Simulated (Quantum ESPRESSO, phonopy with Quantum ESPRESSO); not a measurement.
# Grüneisen parameters and expansion of SiC (F-43m), part 6 of 8

Wanted: mode Grüneisen parameters of SiC and a free-energy fit over volumes.

Quantum ESPRESSO 7.5; DFT LDA, scalar-relativistic, plane waves, GBRV ultrasoft pseudopotentials.

So far. Step 5 (Born charges and dielectric tensor): The Born charges sum to zero within 0.038 e; the rest is removed before use. Acoustic frequencies in this log differ from zero by the error of the sum rule, which ph.x does not impose. Step 6 (Forces on a displaced cell): At this level the gap is 1.44 eV on the k-mesh of the self-consistent run, which can miss the band edges.

### Step 8. Phonons, V/V0 1

This step: DFT LDA, scalar-relativistic, plane waves, GBRV ultrasoft pseudopotentials (phonopy with Quantum ESPRESSO 4.10.0 / 7.5).

Wall time 8.7 min (8 threads of Arm Neoverse V2, shared host).

Numbers from this step:

```yaml
point_group: -43m
highest_frequency: 971.6 cm⁻¹
debye_temperature_from_the_second_moment: 1189 K
lowest_frequency_on_the_path: 0 cm⁻¹
zero_point_energy: 0.2221 eV/cell
gamma_frequencies: 0, 0, 0, 798.6, 798.6, 798.6 cm⁻¹ (negative: imaginary)
```

Phonopy, LO-TO term from ph.x's tensors. Phonon branches along the path, in cm⁻¹:

```csv
point,branch 1,branch 2,branch 3,branch 4,branch 5,branch 6
Γ,0,0,0,799,799,972
X,371,371,625,772,772,853
U,353,446,568,764,765,859
jump to K,353,446,568,764,765,859
Γ,0,0,0,799,799,972
L,268,268,610,772,772,849
W,398,440,551,756,777,856
X,371,371,625,772,772,853
```

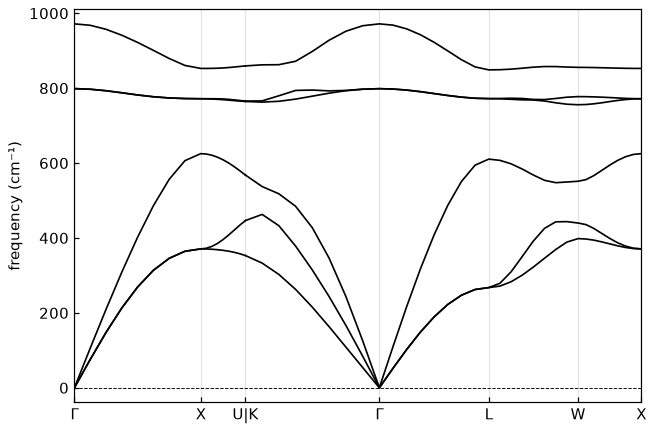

Phonon branches along the path.

Harmonic. Thermo, by row:

```csv
T (K),F_vib (meV/atom),S (J/mol-atom/K),C_V (J/mol-atom/K)
0,111.1,0,0
50,111.1,0.083,0.285
100,110.9,0.791,2.276
150,110.1,2.255,5.196
200,108.5,4.165,8.214
250,105.8,6.305,11.02
300,101.9,8.534,13.43
350,96.91,10.76,15.41
400,90.77,12.92,17
450,83.53,15,18.26
500,75.24,16.98,19.27
550,65.96,18.86,20.09
600,55.72,20.63,20.75
650,44.59,22.32,21.29
700,32.61,23.91,21.74
750,19.82,25.42,22.11
800,6.27,26.86,22.42
850,-8.01,28.23,22.69
900,-22.98,29.53,22.91
950,-38.6,30.78,23.11
1000,-54.86,31.96,23.28
```

The modes has structure finer than the step of the table below, so its rows give means over 100 cm⁻¹, whole bins alone (the curve runs from -10 to 1009 cm⁻¹). Peaks (cm⁻¹: height): C 771.6: 0.0566, 861.3: 0.0274; Si 355.2: 0.0102, 553.8: 0.0119, 778.0: 0.0131, 861.3: 0.00235.

Phonopy on the run's constants, 21x21x21 mesh, Gaussian sigma 7.3 cm⁻¹. The modes by wavenumber; means over each step; values in 1/cm⁻¹/cell:

```csv
wavenumber (cm⁻¹),C,Si
100,1.7e-4,4.0e-4
200,7.7e-4,0.00204
300,0.00210,0.00731
400,0.00137,0.00720
500,6.1e-4,0.00398
600,1.9e-4,0.00385
700,1.8e-4,2.0e-5
800,0.0168,0.00399
900,0.00762,0.00113
```

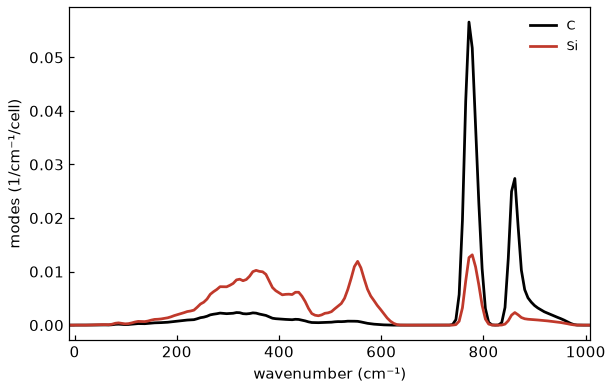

Modes against wavenumber.

No LO-TO term. The modes at Γ (shares of kinetic energy by element, %):

```csv
mode,frequency (cm⁻¹),symmetry,Si %,C %
1,0.0,T2,70,30
2,0.0,T2,70,30
3,0.0,T2,70,30
4,798.6,T2,30,70
5,798.6,T2,30,70
6,798.6,T2,30,70
```

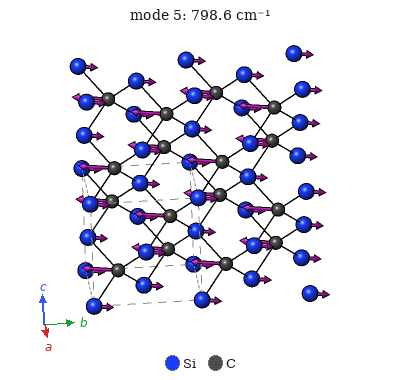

Displacement patterns of mode 5 at Γ; arrows are exaggerated. Bonds to atoms that aren't drawn are left out. 1×2×2 conventional cells are drawn. Some periodic images of atoms are drawn too.

No mode is imaginary beyond numerical noise along the path.

The time given is that of the 2 pw.x runs on displaced cells behind this step.

The supercell is 7.5 Å across at its narrowest and was not tested against a larger one: only its own wavevectors are exact, and acoustic branches between them, with the entropy at low temperature, can be off.

### Step 9. Ground state at this cell, V/V0 1.015

A tight ground state at this cell gives the energy of this member; its pressure is the stress at this cutoff, which can carry an offset from the finite basis.

This step: DFT LDA, scalar-relativistic, plane waves, GBRV ultrasoft pseudopotentials (Quantum ESPRESSO 7.5).

System of this step: SiC. Symmetry: F-43m, No. 216, cubic system. Conventional cell: a = 4.350 Å, b = 4.350 Å, c = 4.350 Å, α = 90.00°, β = 90.00°, γ = 90.00°. Nearest to Si lie 4 C at 1.88 Å. Nearest to C lie 4 Si at 1.88 Å. Farther neighbours are not listed.

The input, scf.in:

```
&control
   calculation = 'scf'
   prefix = 'x'
   outdir = './tmp'
   pseudo_dir = './pseudo'
   tprnfor = .true.
   tstress = .true.
/
&system
   ibrav = 0
   nat = 2
   ntyp = 2
   ecutwfc = 45.0
   ecutrho = 270.0
   occupations = 'fixed'
   nbnd = 6
/
&electrons
   conv_thr = 1.0d-12
   mixing_beta = 0.7
   electron_maxstep = 100
/
ATOMIC_SPECIES
 Si     28.0850  Si.upf
 C      12.0110  C.upf
CELL_PARAMETERS angstrom
     0.000000000    2.175020100    2.175020100
     2.175020100    0.000000000    2.175020100
     2.175020100    2.175020100    0.000000000
ATOMIC_POSITIONS crystal
 Si     0.000000000   0.000000000   0.000000000
 C      0.250000000   0.250000000   0.250000000
K_POINTS automatic
 8 8 8 0 0 0
```

The run is started by

```bash
> OMP_NUM_THREADS=1 mpirun -n 8 pw.x -nk 8 -in scf.in > scf.out
```

The log of the run:

```text
[banner, memory and clock lines left out]
Program PWSCF v.7.5

     Message from routine setup:
     using ibrav=0 with symmetry is DISCOURAGED, use correct ibrav instead

     G-vector sticks info

     bravais-lattice index     =            0
     lattice parameter (alat)  =       5.8127  a.u.
     unit-cell volume          =     138.8726 (a.u.)^3
     number of atoms/cell      =            2
     number of atomic types    =            2
     number of electrons       =         8.00
[...]
atom    2 type  2   force =     0.00000000   -0.00000000    0.00000000

     Total force =     0.000000     Total SCF correction =     0.000000

     Computing stress (Cartesian axis) and pressure

          total   stress  (Ry/bohr**3)                   (kbar)     P=      -33.58
[...]
0.00000000  -0.00022828   0.00000000            0.00      -33.58        0.00
   0.00000000  -0.00000000  -0.00022828            0.00       -0.00      -33.58

     XML data file, charge density, pseudopotentials, collected wavefunctions
[key lines of the parts left out:]
!    total energy              =     -21.20019519 Ry
convergence has been achieved in  14 iterations
```

Run time: 1.3 s. Hardware: 8 MPI ranks; 9.8 s of CPU time.

At this level the gap is 1.31 eV on the k-mesh of the self-consistent run, which can miss the band edges.

### Step 10. Zone-centre response

In a polar crystal the Born charges and ε∞ give the long-range dipole term that a finite supercell misses. They are those of this k-mesh and were not tested on a denser one; where the gap is small they converge slowly, and the LO modes with them.

The input, ph.in:

```
phonons
&inputph
   prefix = 'x'
   outdir = './tmp'
   fildyn = 'x.dyn'
   tr2_ph = 1.0d-18
   epsil = .true.
/
0.000000000 0.000000000 0.000000000
```

scf.in is that of step 9.

The run is started by

```bash
> OMP_NUM_THREADS=1 mpirun -n 8 ph.x -nk 8 -in ph.in > ph.out
```

The log of the run:

```text
[banner, memory and clock lines left out]
Program PHONON v.7.5

     ./tmp/x.save/

     IMPORTANT: XC functional enforced from input :
     Exchange-correlation= PZ
                           (   1   1   0   0   0   0   0)
     Any further DFT definition will be discarded
     Please, verify this is what you really want

     G-vector sticks info

     Reading collected, re-writing distributed wavefunctions in ./tmp/

     Number and degeneracy of irreps per q-point
       N         xq(1)         xq(2)         xq(3)   N irreps
[...]
freq (    1) =      -0.218741 [THz] =      -7.296426 [cm-1]
     freq (    2) =      -0.218741 [THz] =      -7.296426 [cm-1]
     freq (    3) =      -0.218741 [THz] =      -7.296426 [cm-1]
     freq (    4) =      23.534416 [THz] =     785.023604 [cm-1]
     freq (    5) =      23.534416 [THz] =     785.023604 [cm-1]
     freq (    6) =      23.534416 [THz] =     785.023604 [cm-1]
 **************************************************************************

     Mode symmetry, T_d (-43m)  point group:

     freq (   1-   3) =         -7.3  [cm-1]   --> T_2  G_15 P_4   I+R
     freq (   4-   6) =        785.0  [cm-1]   --> T_2  G_15 P_4   I+R
```

Elapsed: 7.3 s, on 8 MPI ranks; 57 s of CPU time.

ε∞:

```
7.11 0.00 0.00
0.00 7.11 0.00
0.00 0.00 7.11
```

The Born charges sum to zero within 0.038 e; the rest is removed before use. Acoustic frequencies in this log differ from zero by the error of the sum rule, which ph.x does not impose.

### Step 11. A displaced supercell

One atom (for the harmonic constants) or a pair of atoms (for the cubic ones) is moved by a few hundredths of an ångström; the forces on all atoms give a column of force constants. The threshold is tight because the forces are small.

System of this step: SiC. The cell holds 54 atoms: 27 Si and 27 C. Cell: a = 9.228 Å, b = 9.228 Å, c = 9.228 Å, α = 60.0°, β = 60.0°, γ = 60.0°. It derives from SiC, repeated 3×3×3.

The input, disp-00001.in:

```
&control
   calculation = 'scf'
   prefix = 'x'
   outdir = './tmp'
   pseudo_dir = './pseudo'
   tprnfor = .true.
   disk_io = 'none'
/
&system
   ibrav = 0
   nat = 54
   ntyp = 2
   ecutwfc = 45.0
   ecutrho = 270.0
   occupations = 'fixed'
   nbnd = 110
/
&electrons
   conv_thr = 1.0d-11
   mixing_beta = 0.7
   electron_maxstep = 100
/
ATOMIC_SPECIES
 Si     28.0850  Si.upf
 C      12.0110  C.upf
CELL_PARAMETERS angstrom
     0.000000000    6.525060299    6.525060299
     6.525060299    0.000000000    6.525060299
     6.525060299    6.525060299    0.000000000
ATOMIC_POSITIONS crystal
 Si     0.002167357   0.000000000   0.000000000
 Si     0.333333333   0.000000000   0.000000000
 Si     0.666666667   0.000000000   0.000000000
 Si     0.000000000   0.333333333   0.000000000
 Si     0.333333333   0.333333333   0.000000000
 Si     0.666666667   0.333333333   0.000000000
 Si     0.000000000   0.666666667   0.000000000
 Si     0.333333333   0.666666667   0.000000000
 Si     0.666666667   0.666666667   0.000000000
 Si     0.000000000   0.000000000   0.333333333
 Si     0.333333333   0.000000000   0.333333333
 Si     0.666666667   0.000000000   0.333333333
 Si     0.000000000   0.333333333   0.333333333
 Si     0.333333333   0.333333333   0.333333333
 Si     0.666666667   0.333333333   0.333333333
 Si     0.000000000   0.666666667   0.333333333
 Si     0.333333333   0.666666667   0.333333333
 Si     0.666666667   0.666666667   0.333333333
 Si     0.000000000   0.000000000   0.666666667
 Si     0.333333333   0.000000000   0.666666667
 Si     0.666666667   0.000000000   0.666666667
 Si     0.000000000   0.333333333   0.666666667
 Si     0.333333333   0.333333333   0.666666667
 Si     0.666666667   0.333333333   0.666666667
 Si     0.000000000   0.666666667   0.666666667
 Si     0.333333333   0.666666667   0.666666667
 Si     0.666666667   0.666666667   0.666666667
 C      0.083333333   0.083333333   0.083333333
 C      0.416666667   0.083333333   0.083333333
 C      0.750000000   0.083333333   0.083333333
 C      0.083333333   0.416666667   0.083333333
 C      0.416666667   0.416666667   0.083333333
 C      0.750000000   0.416666667   0.083333333
 C      0.083333333   0.750000000   0.083333333
 C      0.416666667   0.750000000   0.083333333
 C      0.750000000   0.750000000   0.083333333
 C      0.083333333   0.083333333   0.416666667
 C      0.416666667   0.083333333   0.416666667
 C      0.750000000   0.083333333   0.416666667
 C      0.083333333   0.416666667   0.416666667
 C      0.416666667   0.416666667   0.416666667
 C      0.750000000   0.416666667   0.416666667
 C      0.083333333   0.750000000   0.416666667
 C      0.416666667   0.750000000   0.416666667
 C      0.750000000   0.750000000   0.416666667
 C      0.083333333   0.083333333   0.750000000
 C      0.416666667   0.083333333   0.750000000
 C      0.750000000   0.083333333   0.750000000
 C      0.083333333   0.416666667   0.750000000
 C      0.416666667   0.416666667   0.750000000
 C      0.750000000   0.416666667   0.750000000
 C      0.083333333   0.750000000   0.750000000
 C      0.416666667   0.750000000   0.750000000
 C      0.750000000   0.750000000   0.750000000
K_POINTS automatic
 3 3 3 0 0 0
```

The run is started by

```bash
> OMP_NUM_THREADS=1 mpirun -n 4 pw.x -nk 4 -in disp-00001.in > disp-00001.out
```

The log of the run:

```text
[banner, memory and clock lines left out]
Program PWSCF v.7.5

     Message from routine setup:
     using ibrav=0 with symmetry is DISCOURAGED, use correct ibrav instead

     G-vector sticks info

     bravais-lattice index     =            0
     lattice parameter (alat)  =      17.4381  a.u.
     unit-cell volume          =    3749.5589 (a.u.)^3
     number of atoms/cell      =           54
     number of atomic types    =            2
     number of electrons       =       216.00
[...]
atom    1 type  1   force =    -0.00046654   -0.01391408   -0.01391408
     atom    2 type  1   force =    -0.00026689    0.00148106    0.00148106
     atom    3 type  1   force =     0.00027310    0.00145099    0.00145099
[...]
atom   53 type  2   force =     0.00014497    0.00000825    0.00000825
     atom   54 type  2   force =     0.00000074   -0.00003329   -0.00003329

     Total force =     0.022491     Total SCF correction =     0.000003
     Message from routine punch:
     Nothing written, as per user request (disk_io='none')
[key lines of the parts left out:]
!    total energy              =    -572.40650482 Ry
convergence has been achieved in  16 iterations
```

It took 8.9 min on 4 MPI ranks.

### Step 12. Lattice dynamics at this volume, V/V0 1.015

This step: DFT LDA, scalar-relativistic, plane waves, GBRV ultrasoft pseudopotentials (phonopy with Quantum ESPRESSO 4.10.0 / 7.5).

Elapsed: 8.9 min, on 8 threads.

No mode is imaginary beyond numerical noise along the path. The highest zone-centre mode (no LO–TO term) moved by -1.7 % for a volume change of +1.5 %.

The time given is that of the 2 pw.x runs on displaced cells behind this step.

### Step 13. Ground state at this cell, V/V0 0.985

A tight ground state at this cell gives the energy of this member; its pressure is the stress at this cutoff, which can carry an offset from the finite basis.

This step: DFT LDA, scalar-relativistic, plane waves, GBRV ultrasoft pseudopotentials (Quantum ESPRESSO 7.5).

System of this step: SiC. It takes space group F-43m (No. 216, cubic). The conventional cell has a = 4.307 Å, b = 4.307 Å, c = 4.307 Å, α = 90.00°, β = 90.00°, γ = 90.00°. Si has 4 C at 1.86 Å nearest. Nearest to C lie 4 Si at 1.86 Å. Farther neighbours are not listed.

scf.in, as its differences from that of step 10:

```diff
@@ -26,5 +26,5 @@
 CELL_PARAMETERS angstrom
-     0.000000000    2.175020100    2.175020100
-     2.175020100    0.000000000    2.175020100
-     2.175020100    2.175020100    0.000000000
+     0.000000000    2.153376673    2.153376673
+     2.153376673    0.000000000    2.153376673
+     2.153376673    2.153376673    0.000000000
 ATOMIC_POSITIONS crystal
```

The run is started by

```bash
> OMP_NUM_THREADS=1 mpirun -n 8 pw.x -nk 8 -in scf.in > scf.out
```

The log of the run:

```text
[banner, memory and clock lines left out]
Program PWSCF v.7.5

     Message from routine setup:
     using ibrav=0 with symmetry is DISCOURAGED, use correct ibrav instead

     G-vector sticks info

     bravais-lattice index     =            0
     lattice parameter (alat)  =       5.7548  a.u.
     unit-cell volume          =     134.7679 (a.u.)^3
     number of atoms/cell      =            2
     number of atomic types    =            2
     number of electrons       =         8.00
[...]
atom    2 type  2   force =     0.00000000    0.00000000   -0.00000000

     Total force =     0.000000     Total SCF correction =     0.000000

     Computing stress (Cartesian axis) and pressure

          total   stress  (Ry/bohr**3)                   (kbar)     P=       35.19
[...]
-0.00000000   0.00023922  -0.00000000           -0.00       35.19       -0.00
   0.00000000  -0.00000000   0.00023922            0.00       -0.00       35.19

     XML data file, charge density, pseudopotentials, collected wavefunctions
[key lines of the parts left out:]
!    total energy              =     -21.20015757 Ry
convergence has been achieved in  13 iterations
```

The job ended after 1.3 s (8 MPI ranks; 9.5 s of CPU time).

The run ends at a pressure of 3.52 GPa.

### Step 14. Born charges and dielectric tensor

In a polar crystal the Born charges and ε∞ give the long-range dipole term that a finite supercell misses. They are those of this k-mesh and were not tested on a denser one; where the gap is small they converge slowly, and the LO modes with them.

ph.in is that of step 10.

scf.in is that of step 13.

The run is started by

```bash
> OMP_NUM_THREADS=1 mpirun -n 8 ph.x -nk 8 -in ph.in > ph.out
```

The log of the run:

```text
[banner, memory and clock lines left out]
Program PHONON v.7.5

     ./tmp/x.save/

     IMPORTANT: XC functional enforced from input :
     Exchange-correlation= PZ
                           (   1   1   0   0   0   0   0)
     Any further DFT definition will be discarded
     Please, verify this is what you really want

     G-vector sticks info

     Reading collected, re-writing distributed wavefunctions in ./tmp/

     Number and degeneracy of irreps per q-point
       N         xq(1)         xq(2)         xq(3)   N irreps
[...]
freq (    1) =      -0.241895 [THz] =      -8.068734 [cm-1]
     freq (    2) =      -0.241895 [THz] =      -8.068734 [cm-1]
     freq (    3) =      -0.241895 [THz] =      -8.068734 [cm-1]
     freq (    4) =      24.348161 [THz] =     812.167234 [cm-1]
     freq (    5) =      24.348161 [THz] =     812.167234 [cm-1]
     freq (    6) =      24.348161 [THz] =     812.167234 [cm-1]
 **************************************************************************

     Mode symmetry, T_d (-43m)  point group:

     freq (   1-   3) =         -8.1  [cm-1]   --> T_2  G_15 P_4   I+R
     freq (   4-   6) =        812.2  [cm-1]   --> T_2  G_15 P_4   I+R
```

The job ended after 7.1 s (8 MPI ranks; 55 s of CPU time).

The Born charges sum to zero within 0.038 e; the rest is removed before use. Acoustic frequencies in this log differ from zero by the error of the sum rule, which ph.x does not impose.

### Step 15. Forces on a displaced cell

One atom (for the harmonic constants) or a pair of atoms (for the cubic ones) is moved by a few hundredths of an ångström; the forces on all atoms give a column of force constants. The threshold is tight because the forces are small.

System of this step: SiC. The cell holds 54 atoms: 27 Si and 27 C. Its edges and angles: a = 9.136 Å, b = 9.136 Å, c = 9.136 Å, α = 60.0°, β = 60.0°, γ = 60.0°. It derives from SiC, repeated 3×3×3.

disp-00001.in, as its differences from that of step 11:

```diff
@@ -26,7 +26,7 @@
 CELL_PARAMETERS angstrom
-     0.000000000    6.525060299    6.525060299
-     6.525060299    0.000000000    6.525060299
-     6.525060299    6.525060299    0.000000000
+     0.000000000    6.460130018    6.460130018
+     6.460130018    0.000000000    6.460130018
+     6.460130018    6.460130018    0.000000000
 ATOMIC_POSITIONS crystal
- Si     0.002167357   0.000000000   0.000000000
+ Si     0.002189141   0.000000000   0.000000000
  Si     0.333333333   0.000000000   0.000000000
```

The run is started by

```bash
> OMP_NUM_THREADS=1 mpirun -n 4 pw.x -nk 4 -in disp-00001.in > disp-00001.out
```

The log of the run:

```text
[banner, memory and clock lines left out]
Program PWSCF v.7.5

     Message from routine setup:
     using ibrav=0 with symmetry is DISCOURAGED, use correct ibrav instead

     G-vector sticks info

     bravais-lattice index     =            0
     lattice parameter (alat)  =      17.2645  a.u.
     unit-cell volume          =    3638.7345 (a.u.)^3
     number of atoms/cell      =           54
     number of atomic types    =            2
     number of electrons       =       216.00
[...]
atom    1 type  1   force =    -0.00051055   -0.01482273   -0.01482273
     atom    2 type  1   force =    -0.00027146    0.00154173    0.00154173
     atom    3 type  1   force =     0.00027815    0.00151018    0.00151018
[...]
atom   53 type  2   force =     0.00015151    0.00000894    0.00000894
     atom   54 type  2   force =     0.00000082   -0.00003410   -0.00003410

     Total force =     0.024068     Total SCF correction =     0.000005
     Message from routine punch:
     Nothing written, as per user request (disk_io='none')
[key lines of the parts left out:]
!    total energy              =    -572.40548864 Ry
convergence has been achieved in  15 iterations
```

Wall time 8.4 min (4 MPI ranks); 34 min of CPU time.

### Step 16. Phonons, V/V0 0.985

This step: DFT LDA, scalar-relativistic, plane waves, GBRV ultrasoft pseudopotentials (phonopy with Quantum ESPRESSO 4.10.0 / 7.5).

Wall time 8.4 min (8 threads).

Phonopy, LO-TO term from ph.x's tensors. Phonon branches along the path, in cm⁻¹:

```csv
point,branch 1,branch 2,branch 3,branch 4,branch 5,branch 6
Γ,0,0,0,812,812,987
X,372,372,633,789,789,867
U,354,450,576,781,781,875
jump to K,354,450,576,781,781,875
Γ,0,0,0,812,812,987
L,267,267,619,787,787,864
W,402,441,559,770,795,872
X,372,372,633,789,789,867
```

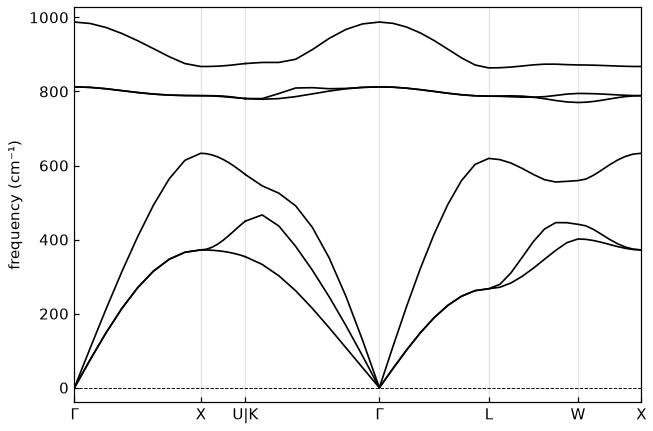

Phonon branches along the path.

No mode is imaginary beyond numerical noise along the path. The highest zone-centre mode (no LO–TO term) moved by +1.7 % for a volume change of -1.5 %.

The time given is that of the 2 pw.x runs on displaced cells behind this step.

[end of part 6 of 8]

[Logs are printed without paths, hosts, clocks, repeated set-up lines and the standing remarks that a program may print on its own settings, such as how far it seeks lower states.]

[Hosts, paths, dates, database ids (printed as entryN), source tags and the programs' standing remarks are cut or masked in the printed files.]

[A step with changed settings may run another functional than the one named; its input shows which.]

[Of the runs on displaced cells, only some may be shown.]
